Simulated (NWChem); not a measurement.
# MP2/def2-TZVPPD run of BF (SMILES [B]F), part 1 of 2

What is the energy change on altering one bond length of BF at MP2/def2-TZVPPD? 

The results are computed with NWChem 7.3.0.

2 further runs of the same task are left out: 2 set aside as unsound or not needed. Runs told in other sessions of the task aren't counted.

## 1. The molecule

BF has 2 atoms, charge 0, and is taken as a singlet. As SMILES, `[B]F`. The coordinates come from a PBE0-D4/def2-TZVP relaxation.

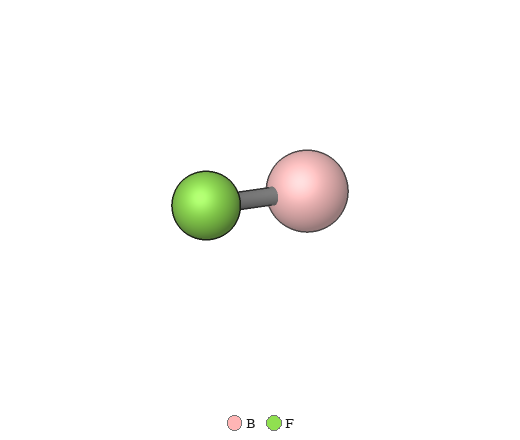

Viewed from a chosen angle; boron pink, fluorine green.

## 2. Energy and forces at MP2/def2-TZVPPD

The input, test.nw:

```
start test
title "BF mp2"
memory stack 880 mb heap 220 mb global 1100 mb

geometry units angstrom noautosym nocenter noautoz
   B        0.000000       0.000000      -0.009350
   F        0.000000       0.000000       1.253740
end

basis spherical bse
   * library def2-TZVPPD
end

scf
   thresh 1e-08
   maxiter 80
   print low
end

mp2
   freeze core 2
   tight
end

task mp2 gradient
```

Command:

```sh
nwchem test.nw > test.out
```

The program printed:

```text
Northwest Computational Chemistry Package (NWChem) 7.3.0
             --------------------------------------------------------

           Job information
           ---------------

    nwchem branch   = 7.3.0
    use scalapack   = T
    input           = test.nw
    prefix          = test.
    data base       = ./test.db
    status          = startup
    nproc           =        1

           Memory information
           ------------------

    heap     =     28835838 doubles =      220.0 Mbytes
    stack    =    115343355 doubles =      880.0 Mbytes
    global   =    144179200 doubles =     1100.0 Mbytes (distinct from heap & stack)
    total    =    288358393 doubles =     2200.0 Mbytes
    verify   = yes
    hardfail = no

           Directory information
           ---------------------

  0 permanent = .
  0 scratch   = .

                                NWChem Input Module
                                -------------------

                                      BF mp2
                                      ------

 Scaling coordinates for geometry "geometry" by  1.889725989
 (inverse scale =  0.529177249)

                             Geometry "geometry" -> ""
                             -------------------------

 Output coordinates in angstroms (scale by  1.889725989 to convert to a.u.)

  No.       Tag          Charge          X              Y              Z
 ---- ---------------- ---------- -------------- -------------- --------------
    1 B                    5.0000     0.00000000     0.00000000    -0.00935000
    2 F                    9.0000     0.00000000     0.00000000     1.25374000

      Atomic Mass
      -----------

      B                 11.009310
      F                 18.998400

 Effective nuclear repulsion energy (a.u.)      18.8529528418

            Nuclear Dipole moment (a.u.)
            ----------------------------
        X                 Y               Z
 ---------------- ---------------- ----------------
     0.0000000000     0.0000000000    21.2346808583

            XYZ format geometry
            -------------------
     2
 geometry
 B                     0.00000000     0.00000000    -0.00935000
 F                     0.00000000     0.00000000     1.25374000

 ==============================================================================
                                internuclear distances
 ------------------------------------------------------------------------------
       center one      |      center two      | atomic units |  angstroms
 ------------------------------------------------------------------------------
    2 F                |   1 B                |     2.38689  |     1.26309
 ------------------------------------------------------------------------------
                         number of included internuclear distances:          1
 ==============================================================================

 Summary of "ao basis" -> "" (spherical)
 ------------------------------------------------------------------------------
       Tag                 Description            Shells   Functions and Types
 ---------------- ------------------------------  ------  ---------------------
 *                        def2-TZVPPD                 on all atoms

                      Basis "ao basis" -> "ao basis" (spherical)
                      -----
  [basis functions not shown]

 Summary of "ao basis" -> "ao basis" (spherical)
 ------------------------------------------------------------------------------
       Tag                 Description            Shells   Functions and Types
 ---------------- ------------------------------  ------  ---------------------
 B                        def2-TZVPPD               13       37   6s3p3d1f
 F                        def2-TZVPPD               14       40   6s4p3d1f

                                 NWChem SCF Module
                                 -----------------

                                      BF mp2

  ao basis        = "ao basis"
  functions       =    77
  atoms           =     2
  closed shells   =     7
  open shells     =     0
  charge          =   0.00
  wavefunction    = RHF
  input vectors   = atomic
  output vectors  = ./test.movecs
  use symmetry    = F
  symmetry adapt  = F

 Forming initial guess at       0.1s

 Starting SCF solution at       0.4s

       Final RHF  results
       ------------------

         Total SCF energy =   -124.162425122745
      One-electron energy =   -208.950903362381
      Two-electron energy =     65.935525397807
 Nuclear repulsion energy =     18.852952841829

        Time for solution =     10.2s

                   NWChem MP2 Semi-direct Energy/Gradient Module
                   ---------------------------------------------

                                      BF mp2

  Basis functions       =     77
  Molecular orbitals    =     77
  Frozen core           =      2
  Frozen virtuals       =      0
  Active alpha occupied =      5
  Active beta occupied  =      5
  Active alpha virtual  =     70
  Active beta virtual   =     70
  Use MO symmetry       = F
  Use skeleton AO sym   = F

  AO/Fock/Back tols     =   1.0D-11  1.0D-11  1.0D-11

 GA uses MA = F    GA memory limited = T

 Available:
  local mem=  1.26D+08
 global mem=  1.44D+08
 local disk=  0.00D+00
   1 passes of   5:        6291456                     259410                   4326611.
   1 passes of   5: M    126153562           G      144145566           F     119862106.

 Semi-direct pass number   1 of   1  for RHF alpha+beta  at       10.6s
 Done moints_semi at       12.1s
 Done maket at       12.2s
 Done pijab at       12.2s
 Done wijab at       12.2s
 Done lai at       12.4s
 Done nonsep at       18.0s
 Done multipass loop at       18.0s

          -------------------------------------------
          SCF energy                -124.162425122745
          Correlation energy          -0.321391914591
          Singlet pairs               -0.202859748375
          Triplet pairs               -0.118532166216
          Total MP2 energy          -124.483817037336
          -------------------------------------------

          ---------------------------------------------------
                    Spin Component Scaled (SCS) MP2
          Same spin pairs                     -0.079021444144
          Same spin scaling factor             0.333333333333
          Opposite spin pairs                 -0.242370470447
          Opposite spin scaling fact.          1.200000000000
          SCS-MP2 correlation energy          -0.317185045918
          Total SCS-MP2 energy              -124.479610168663
          ---------------------------------------------------

 Start laifock at       18.0s
 Done laifock at       18.4s
                                NWChem CPHF Module
                                ------------------

    scftype = RHF
    nclosed =    7
      nopen =    0
  variables =      490
  tolerance =   1.0D-06
  max. iter =  100

 SCF residual:    8.1658114671535508E-009

            ----- linear solve (tol: 1.0E-06 prod-acc: 5.7E-14) -----

               iter nbas    rnorm     rnorm-scal   ratio     time
               ---- ---- ----------- ----------- --------- -------
                  1    1  3.5373E-02  2.8074E-01    0.0000    19.2
                  2    2  1.1292E-02  8.9622E-02    0.3192    19.6
                  3    3  2.7303E-03  2.1669E-02    0.2418    20.0
                  4    4  5.4597E-04  4.3332E-03    0.2000    20.4
                  5    5  1.3473E-04  1.0693E-03    0.2468    20.8
                  6    6  1.2913E-05  1.0248E-04    0.0958    21.2
                  7    7  1.4286E-06  1.1338E-05    0.1106    21.6
                  8    8  1.7125E-07  1.3592E-06    0.1199    22.2
                  9    9  1.5559E-08  1.2349E-07    0.0909    22.7

 CPHF converged to   1.2D-07 in    9 iters

 Start make_tot_dens at       22.7s
 Done make_tot_dens at       22.7s
                Dipole Moments (a.u.)
                --------------
         Nuclear       SCF       SCF+MP2
       ----------- ----------- -----------
 X       0.000000    0.000000    0.000000
 Y       0.000000   -0.000000   -0.000000
 Z      21.234681    0.343591    0.393143

 MP2 RHF      natural orbital occupation numbers

              1
    1    2.0000
    2    2.0000
    3    1.9877
    4    1.9700
    5    1.9676
    6    1.9676
    7    1.9566
    8    0.0280
    9    0.0280
   10    0.0209
   11    0.0102
   12    0.0084
   13    0.0084
   14    0.0062
   15    0.0053
   16    0.0053
   17    0.0053
   18    0.0050
   19    0.0050
   20    0.0022
   21    0.0010
   22    0.0010
   23    0.0009
   24    0.0009
   25    0.0008
   26    0.0006
   27    0.0006
   28    0.0004
   29    0.0004
   30    0.0004
   31    0.0004
   32    0.0004
   33    0.0003
   34    0.0003
   35    0.0003
   36    0.0003
   37    0.0003
   38    0.0003
   39    0.0003
   40    0.0003
   41    0.0002
   42    0.0002
   43    0.0002
   44    0.0001
   45    0.0001
   46    0.0001
   47    0.0001
   48    0.0001
   49    0.0001
   50    0.0001
   51    0.0001
   52    0.0001
   53    0.0001
   54    0.0001
   55    0.0000
   56    0.0000
   57    0.0000
   58    0.0000
   59    0.0000
   60    0.0000
   61    0.0000
   62    0.0000
   63    0.0000
   64    0.0000
   65    0.0000
   66    0.0000
   67    0.0000
   68    0.0000
   69    0.0000
   70    0.0000
   71    0.0000
   72    0.0000
   73    0.0000
   74   -0.0000
   75   -0.0001
   76   -0.0001
   77   -0.0001

  MP2 natural orbitals output to ./test.mp2nos

                         mp2 ENERGY GRADIENTS

    atom               coordinates                        gradient
                 x          y          z           x          y          z
   1 B       0.000000   0.000000  -0.017669    0.000000  -0.000000   0.007754
   2 F       0.000000   0.000000   2.369225   -0.000000   0.000000  -0.007754

                 ----------------------------------------
                 |  Time  |  1-e(secs)   |  2-e(secs)   |
                 ----------------------------------------
                 |  CPU   |       0.01   |       6.42   |
                 ----------------------------------------
                 |  WALL  |       0.01   |       6.42   |
                 ----------------------------------------
 -----------------------
 Task  times  cpu:       29.9s     wall:       29.9s
 Total times  cpu:       30.0s     wall:       30.0s
```

Wall time 31 s (1 thread of Intel Xeon Platinum 8259CL at 2.50GHz (Skylake/Cascade Lake), shared host); peak memory 0.16 GiB.

(Continued in part 2 of 2.)
